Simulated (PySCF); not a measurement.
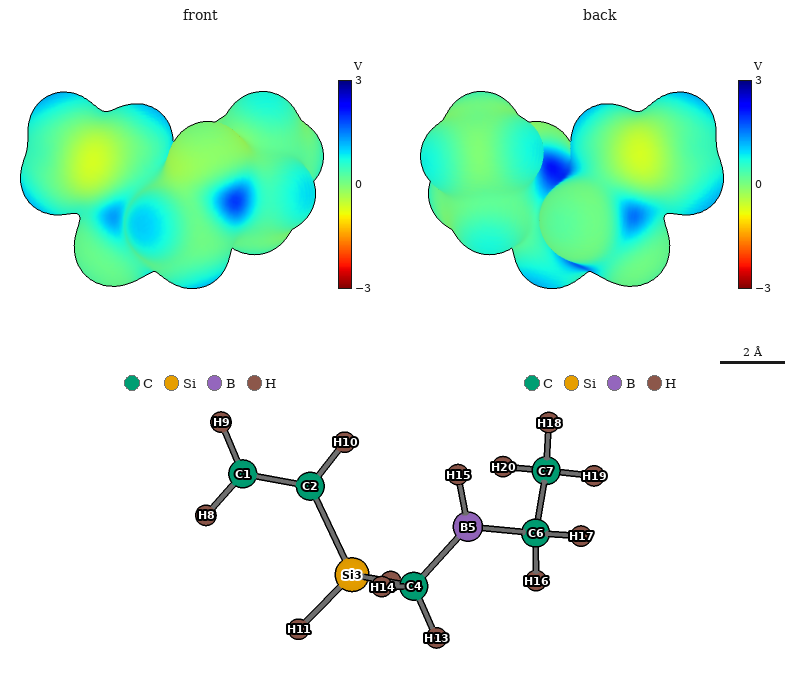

*C5H13BSi (SMILES C=C[SiH2]CBCC). The electrostatic potential painted on the density surface at 0.004 e/bohr³, seen from the front and from behind; red is negative and blue positive. The bare structure is drawn below in the same view.*

Geometry: GFN2-xTB.

Computed with PySCF 2.14.0, PBE0/def2-SVPD, SCF density, gas phase.

The calculation's input:

```
{"job": {"kind": "uv", "xc": "PBE0", "basis": "def2-SVPD", "nstates": 8, "ntriplets": 3}, "charge": 0, "multiplicity": 1}
C     -3.117582     1.314345    -1.091504
C     -1.899548     0.919474    -0.754683
Si    -1.319749    -0.870507    -0.679471
C     -0.438266    -1.198729     0.995007
B      0.734310    -0.193761     1.116903
C      2.138775    -0.504326     0.456474
C      2.646997     0.634682    -0.436719
H     -3.887564     0.607114    -1.355331
H     -3.407596     2.354343    -1.118917
H     -1.169949     1.679494    -0.498149
H     -2.470964    -1.779673    -0.785343
H     -0.399316    -1.127388    -1.798985
H     -0.120667    -2.240353     0.962494
H     -1.189836    -1.103205     1.778184
H      0.577394     0.838352     1.656409
H      2.130935    -1.427763    -0.128190
H      2.874993    -0.652932     1.253602
H      2.719274     1.561569     0.127989
H      3.630116     0.403753    -0.844502
H      1.963095     0.796188    -1.268002
```

Run with:

```sh
OMP_NUM_THREADS=1 python probes_run.py task.json out
```

Describe the electrostatic potential map.

The most negative region (about −0.6 V) lies over the π face of C1 and C2, the most positive (about +1.9 V) over Si3 and B5.
